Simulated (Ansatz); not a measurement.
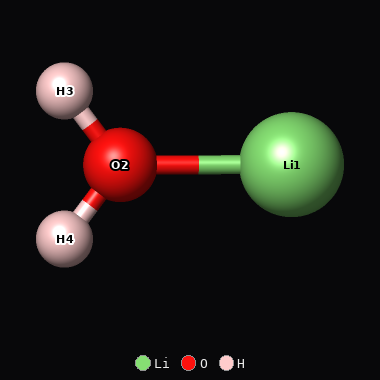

The system is H₂LiO, charge +1; the picture shows the reference structure. 
- First axis: separation of O2 and Li1 along their line in the relaxed pair. Second axis: sideways slip of Li1.
- Nothing is relaxed (both partners rigid).
- The grid has 15 × 15 points; 120 points were computed and 105 follow by symmetry.
- Points are written as (first, second).
- Energies: kJ/mol, counted from the lowest grid point.
- Level of theory: RKS SPW92 (LDA)/def2-TZVPD in Ansatz.

Its coordinates:

```csv
atom,x (Å),y (Å),z (Å)
Li,0.0015,-0.0833,-1.6474
O,-0.0001,0.0079,0.1567
H,0.1675,0.7985,0.7070
H,-0.1688,-0.7231,0.7836
```

Range: separation of O2 and Li1 along their line in the relaxed pair from 1.517 to 2.917 Å; sideways slip of Li1 from −2.200 to 2.200 Å.

Predict the map.

Answer. The lowest grid point is at (1.849 Å, 0.000 Å). No other kind of well shows on this grid. The highest grid point, (2.917 Å, −2.200 Å), lies 120 kJ/mol above the lowest. Round the minimum the two coordinates are nearly uncoupled.

| second ↓, first → | 1.517 | 1.552 | 1.609 | 1.679 | 1.760 | 1.849 | 1.945 | 2.048 | 2.157 | 2.272 | 2.391 | 2.516 | 2.646 | 2.779 | 2.917 |
| --- | --- | --- | --- | --- | --- | --- | --- | --- | --- | --- | --- | --- | --- | --- | --- |
| 2.200 | 106 | 106 | 106 | 106 | 107 | 107 | 108 | 109 | 110 | 112 | 113 | 115 | 116 | 118 | 120 |
| 1.886 | 87 | 87 | 88 | 89 | 90 | 91 | 93 | 95 | 97 | 100 | 102 | 105 | 108 | 110 | 113 |
| 1.571 | 63 | 64 | 65 | 66 | 69 | 71 | 74 | 78 | 82 | 86 | 90 | 94 | 98 | 102 | 106 |
| 1.257 | 39 | 40 | 41 | 43 | 46 | 49 | 54 | 59 | 65 | 71 | 77 | 82 | 88 | 93 | 98 |
| 0.943 | 23 | 22 | 21 | 22 | 24 | 28 | 34 | 41 | 48 | 56 | 63 | 71 | 78 | 85 | 91 |
| 0.629 | 22 | 17 | 12 | 9 | 9 | 12 | 18 | 25 | 33 | 43 | 52 | 61 | 70 | 78 | 85 |
| 0.314 | 34 | 25 | 14 | 5 | 2 | 3 | 7 | 15 | 24 | 34 | 44 | 54 | 64 | 73 | 81 |
| 0.000 | 43 | 31 | 16 | 6 | 0 | 0 | 4 | 11 | 20 | 31 | 41 | 52 | 62 | 71 | 79 |
| −0.314 | 34 | 25 | 14 | 5 | 2 | 3 | 7 | 15 | 24 | 34 | 44 | 54 | 64 | 73 | 81 |
| −0.629 | 22 | 17 | 12 | 9 | 9 | 12 | 18 | 25 | 33 | 43 | 52 | 61 | 70 | 78 | 85 |
| −0.943 | 23 | 22 | 21 | 22 | 24 | 28 | 34 | 41 | 48 | 56 | 63 | 71 | 78 | 85 | 91 |
| −1.257 | 39 | 40 | 41 | 43 | 46 | 49 | 54 | 59 | 65 | 71 | 77 | 82 | 88 | 93 | 98 |
| −1.571 | 63 | 64 | 65 | 66 | 69 | 71 | 74 | 78 | 82 | 86 | 90 | 94 | 98 | 102 | 106 |
| −1.886 | 87 | 87 | 88 | 89 | 90 | 91 | 93 | 95 | 97 | 100 | 102 | 105 | 108 | 110 | 113 |
| −2.200 | 106 | 106 | 106 | 106 | 107 | 107 | 108 | 109 | 110 | 112 | 113 | 115 | 116 | 118 | 120 |

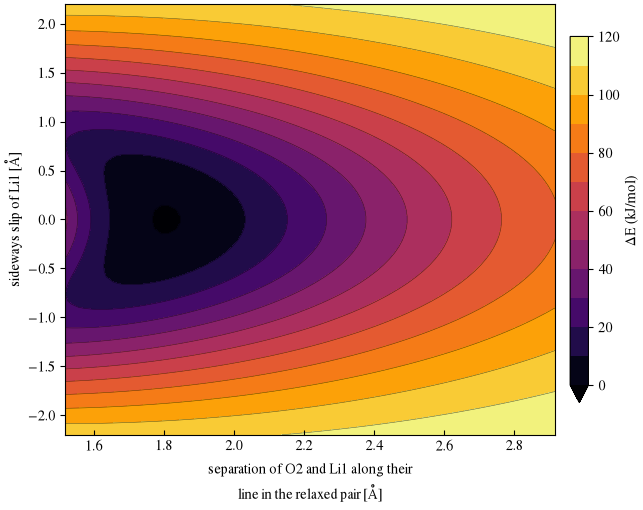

Drawn: filled contours. Between grid points the surface is interpolated.

Each point was launched as `ansatz run input.yaml --threads 1 --pin off --max-ram 2560MiB --backend cpu --events-out ev --progress --plain --runs-dir out`. Time for the 120 points that were run: 2.2 min on 1 thread of Arm Neoverse N1, on a shared host.
